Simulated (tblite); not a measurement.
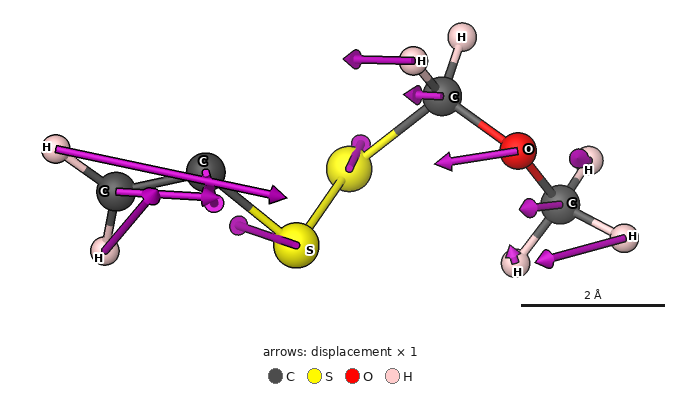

This is a relaxation of C₄H₇OS₂ (multiplicity 2). The starting structure is drawn; purple arrows show the displacements, at their true length. The two geometries are superimposed by the best rigid fit.

The picture is a ball-and-stick view, seen at a tilt.

All numbers below come from GFN2-xTB geometry optimisation, gas phase in tblite. 

Describe the change and its energy.

An H atom moves most after the best rigid fit: 3.37 Å. Largest moves by element: H 3.37 Å, S 2.46 Å, C 1.51 Å, O 1.21 Å. Near-neighbour distances that change, for instance: C–S 1.758 → 1.584 Å, S–S 2.154 → 2.307 Å, C–C 1.353 → 1.299 Å, C–H 1.127 → 1.087 Å. Bond angles that change, for instance: C–C–S 116.3° → 169.1°, S–C–H 111.4° → 104.2°, C–S–S 104.5° → 110.4°. Groups turn about S–S by about 85°. Over 257 geometry steps the energy falls by 73.1 kJ/mol. The run took 3 s on 1 thread of Arm Neoverse N1, with other jobs on the host.
